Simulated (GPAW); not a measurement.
# Optical response of Al2Au, part 2 of 2

Aim: the dielectric function of Al2Au, and the optical constants that follow from it.

GPAW 26.7.0; DFT, PBE, plane-wave PAW (GPAW data sets), scalar-relativistic, RPA, optical limit.

So far. Step 2 (Ground state): There are states at the Fermi level within the smearing, so the occupations stay smeared and the carriers get a Drude term.

### Step 4. Dielectric function, RPA (continued)

Sum at mesh points, not converged in k. The Im ε, E ∥ x by photon energy; read off at these points:

```csv
photon energy (eV),"Im ε, E ∥ x"
1.0,14.2
2.0,4.26
3.0,16.5
3.3,18.2
4.0,10.8
5.0,5.54
6.0,3.93
7.0,2.04
8.0,1.61
9.0,1.82
10.0,1.32
11.0,1.14
12.0,0.916
13.0,0.731
```

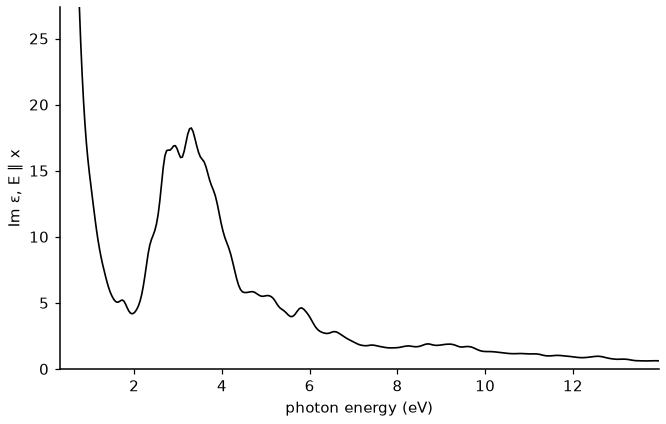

Im ε, E ∥ x, plotted against photon energy. Below 1 eV the curve runs off the scale.

Values under 1 per cm are given as 1; sum at mesh points, not converged in k. The absorption coefficient, E ∥ x by photon energy:

```csv
photon energy (eV),"absorption coefficient, E ∥ x (1/cm)"
1.01,7.3e5
1.99,3.9e5
3.02,8.6e5
3.98,1.3e6
4.98,1.2e6
6.02,1.4e6
6.99,1.2e6
8.03,1.0e6
9.02,1.1e6
10.03,1.2e6
11.03,1.1e6
12.02,1.1e6
13.00,1.1e6
```

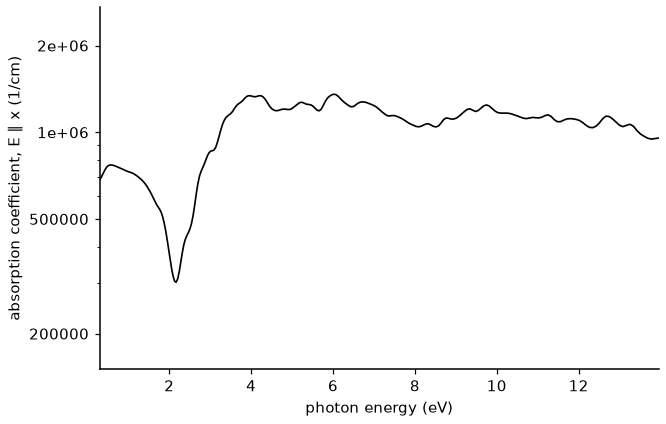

Absorption coefficient, E ∥ x, plotted against photon energy.

Sum at mesh points, not converged in k. Table of Im ε, E ∥ x by photon energy; read off at these points:

```csv
photon energy (eV),without local fields,with local fields
1.0,14.5,14.2
2.0,4.56,4.26
3.0,17.7,16.5
3.3,19.3,18.2
4.0,10.9,10.8
5.0,5.71,5.54
6.0,3.93,3.93
7.0,2.08,2.04
8.0,1.72,1.61
9.0,1.99,1.82
10.0,1.43,1.32
11.0,1.31,1.14
12.0,1.05,0.916
13.0,0.832,0.731
```

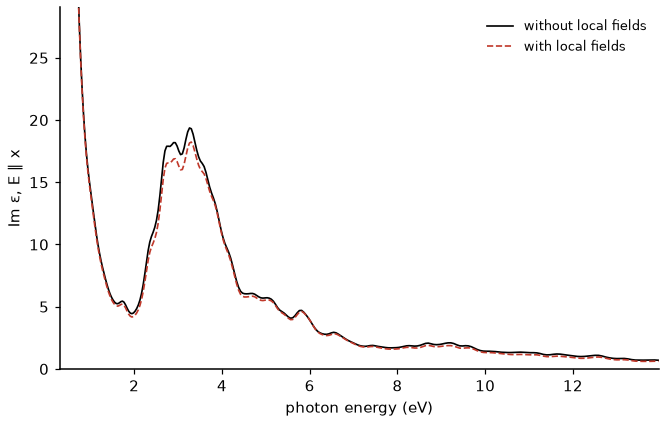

Im ε, E ∥ x, plotted against photon energy. Below 1 eV the curve runs off the scale.

Sum at mesh points, not converged in k. Table of reflectivity at normal incidence, E ∥ x by photon energy; read off at these points:

```csv
photon energy (eV),"reflectivity at normal incidence, E ∥ x (%)"
1.0,92.9
2.0,44.0
3.0,49.9
4.0,63.3
4.3,65.8
5.0,55.3
6.0,58.5
6.1,60.7
7.0,57.9
8.0,42.4
9.0,34.7
9.8,41.6
10.0,40.2
11.0,34.8
12.0,34.5
12.8,35.0
13.0,34.0
```

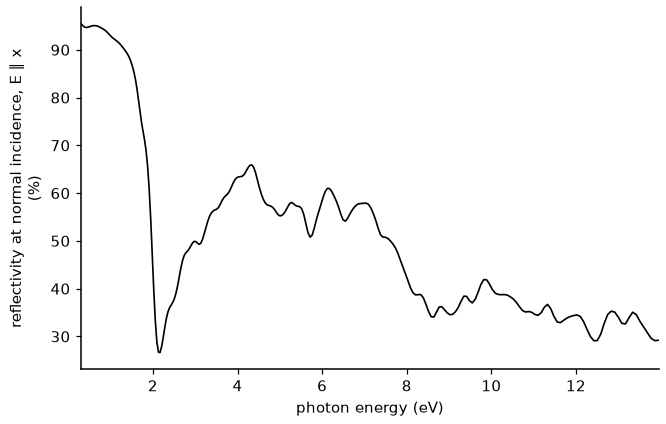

Reflectivity at normal incidence, E ∥ x against photon energy.

Sum at mesh points, not converged in k. Table of loss function −Im 1/ε at q → 0, E ∥ x by energy loss; read off at these points:

```csv
energy loss (eV),"loss function −Im 1/ε at q → 0, E ∥ x"
1,0.00510
2,0.183
3,0.0607
4,0.0588
5,0.111
6,0.120
7,0.178
8,0.376
9,0.431
10,0.474
11,0.640
12,0.792
13,1.01
```

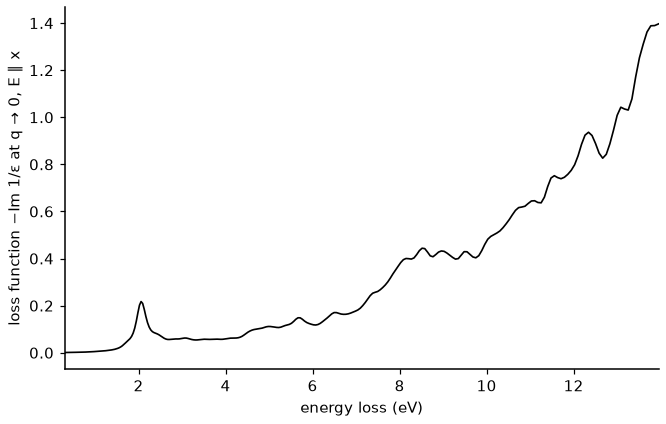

Loss function −Im 1/ε at q → 0, E ∥ x, plotted against energy loss.

From ε follow the optical constants at some laser and lamp lines:

```csv
wavelength (nm),n,k,R (%),1/α
1550,1.26,9.275,94.5,13 nm
1064,0.83,6.041,91.7,14 nm
633,1.00,2.099,52.4,24 nm
532,2.71,1.647,34.2,26 nm
308,1.59,3.269,63.4,7.5 nm
248,1.16,2.388,55.3,8.3 nm
193,0.71,1.888,56.1,8.1 nm
```

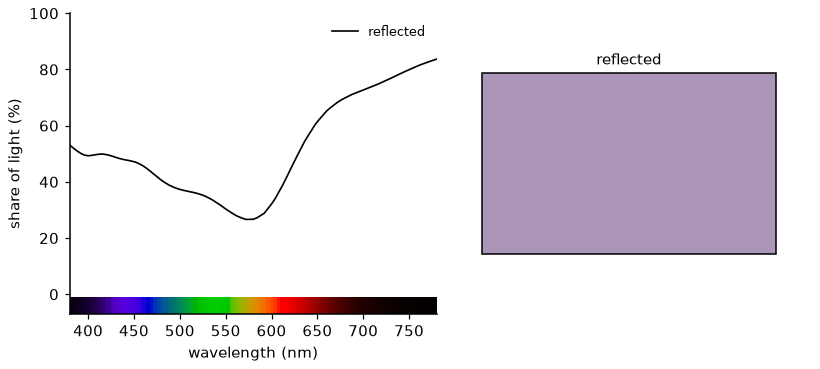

Light reflected across the visible range, with the colour that it makes of daylight (sRGB).

A polished face would reflect 34 % of daylight and look violet (CIE x = 0.304, y = 0.283 under D65).

### Step 5. Results

**Reading.** At this level (PBE, RPA) Al2Au is a metal. The mesh is too coarse to trust the carriers' weight, the reflectivity or the colour to better than tens of per cent. A polished face would reflect 34 % of daylight and look violet (CIE x = 0.304, y = 0.283 under D65). The carriers' damping of 0.05 eV is typed, not computed; it shapes the response at the lowest energies. Spin-orbit coupling is left out although heavy atoms are present. In this version of GPAW the matrix elements of the optical limit are incomplete, which can lower ε − 1 by up to a tenth where first-row anions or d states rule, and shift it by more in d metals. GPAW's carrier term has the form −ωp²/(ω + i·rate)², which damps like twice the rate and fails at low energy, so the curves leave the lowest energies out. The sum runs over mesh points 0.14 Å⁻¹ apart with no interpolation, so peaks are partly noise of the mesh, and the Drude plasma energy, a sum over the Fermi surface, isn't converged.

[Machine, clock and banner lines and Python warnings are left out of the logs.]

[Logs are printed without paths, hosts, clocks, repeated set-up lines and the standing remarks that a program may print on its own settings, such as how far it seeks lower states.]

[Hosts, paths, dates, database ids (printed as entryN), source tags and the programs' standing remarks are cut or masked in the printed files.]
